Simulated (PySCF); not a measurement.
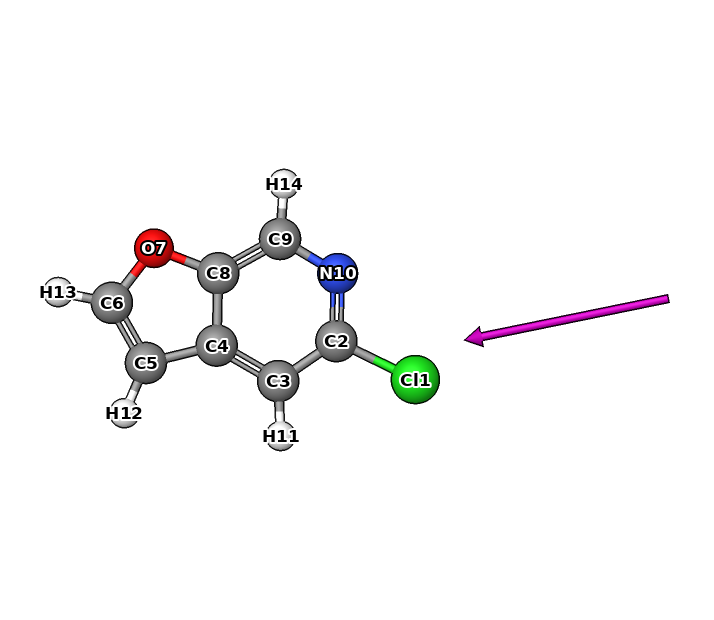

The arrow beside the molecule shows the direction of the dipole moment, from the negative to the positive end (its length means nothing). The geometry was computed by an optimisation with GFN2-xTB. No frequency run is at hand to confirm it as a minimum. Method: PBE0/pcSseg-1, gas phase (PySCF 2.14.0).

Question: How large is the dipole moment?

Answer: 4.28 D; it points from the side of Cl1 to the side of H13 (the outermost atoms at the two ends).
